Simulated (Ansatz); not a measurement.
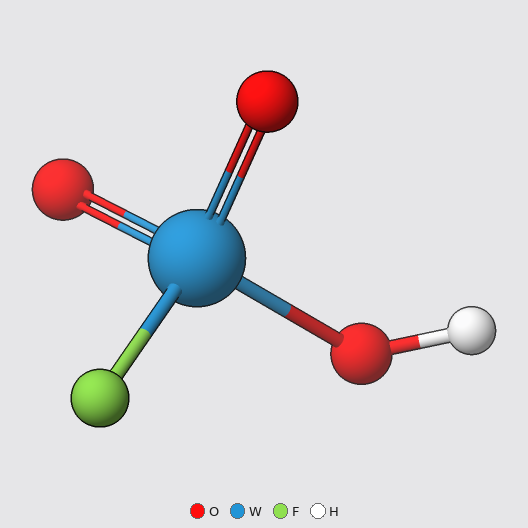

Rendered structure (ball-and-stick style). Double and triple bonds are drawn as two and three sticks.

Charge 0, singlet. Computed geometry: PBE0-D4/def2-TZVP optimisation.

Count the atoms of each element.

FHO3W, 6 atoms: 1 fluorine, 1 hydrogen, 3 oxygen and 1 tungsten.

How many sets of symmetry-equivalent atoms are there?

6: 1 O, 1 W, 1 O, 1 O, 1 F, 1 H.

Give the symmetry (Schoenflies symbol).

C1.

What is its SMILES?

[O]=[W](=[O])([OH])[F]

The parts below concern this one geometry. Atoms keep their numbers from picture to picture.

## Geometry

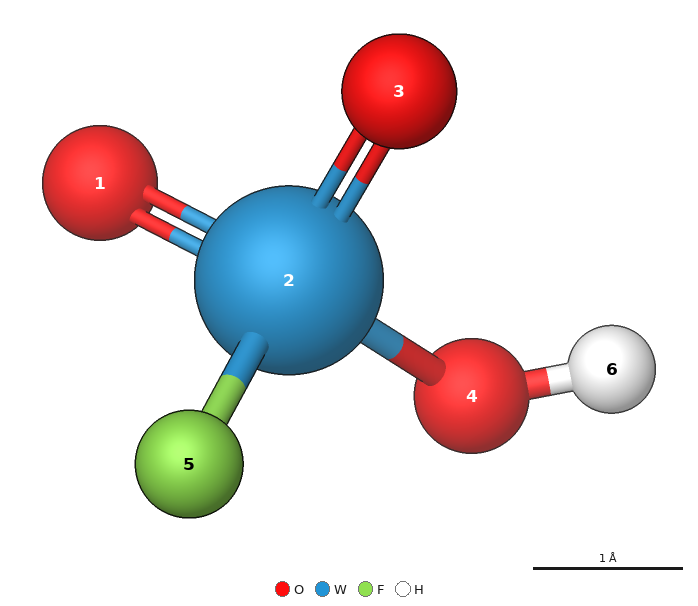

Atoms carry their numbers in the input.

Give the bond lengths.

| bond | length (Å) |
| --- | --- |
| O1–W2 | 1.699 |
| W2–O3 | 1.698 |
| W2–O4 | 1.872 |
| W2–F5 | 1.857 |
| O4–H6 | 0.960 |

## Thermal motion

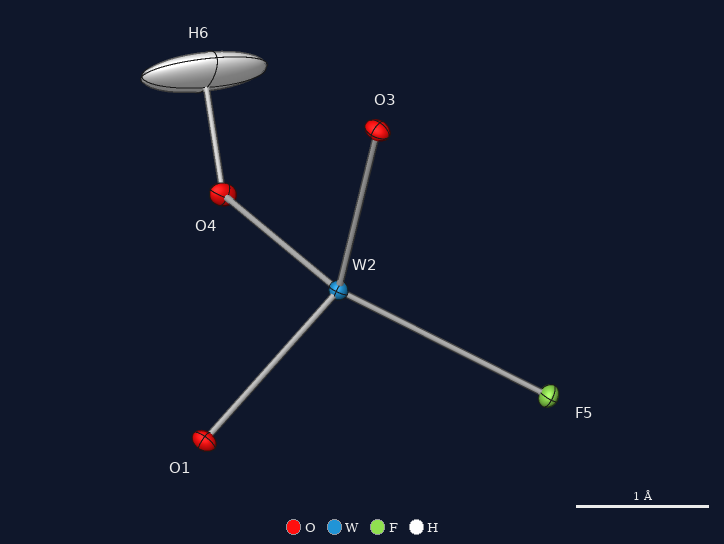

Displacement ellipsoids at the 50 % level, from the internal vibrations of the free molecule (harmonic, no overall translation or rotation; no half-axis is drawn under 0.075 Å). Vibrations computed with RKS PBE0-D4/def2-TZVP, core potentials on W (Ansatz 0.2.0). Temperature: 298 K.

Which atom has the largest mean-square displacement?

H6, with U_eq = 0.0512 Å².

Does H6 move more along its bond or across it?

Across it: the root-mean-square amplitude is 0.085 Å along the bond and up to 0.327 Å across, since bending and torsion are softer than stretching.

List U_eq and the three principal root-mean-square amplitudes for each kind of atom.

| atom | U_eq (Å²) | rms amplitudes (Å) |
| --- | --- | --- |
| O1 | 0.0028 | 0.033, 0.056, 0.066 |
| W2 | 0.00012 | 0.010, 0.011, 0.012 |
| O3 | 0.0030 | 0.033, 0.057, 0.069 |
| O4 | 0.0036 | 0.040, 0.059, 0.077 |
| F5 | 0.0033 | 0.038, 0.060, 0.071 |
| H6 | 0.0512 | 0.081, 0.200, 0.327 |

## Dipole moment

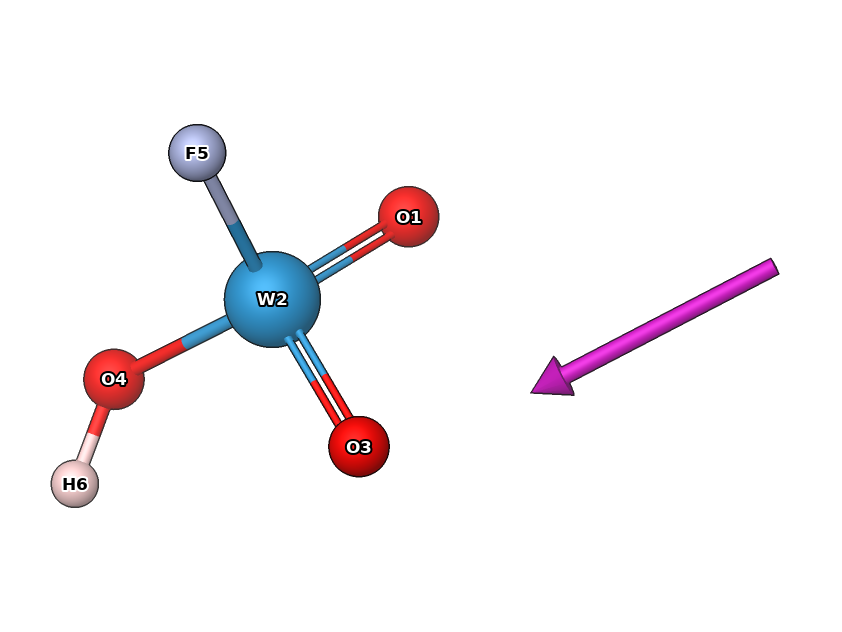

The arrow beside the molecule shows the direction of the dipole moment, from the negative to the positive end (its length means nothing). Level of theory: RKS PBE0-D4/def2-TZVP, core potentials on W (Ansatz 0.2.0).

How large is the dipole moment?

3.28 D; it points from the side of O1 to the side of H6 (the outermost atoms at the two ends).

## Vibrations

Harmonic vibrations computed with RKS PBE0-D4/def2-TZVP, core potentials on W (Ansatz 0.2.0) at a stationary point of the same level.

How many vibrational modes are there, and where do they lie?

12 modes: 196, 225, 248, 271, 276, 366, 613, 703, 758, 1022, 1068, 3900 cm⁻¹.
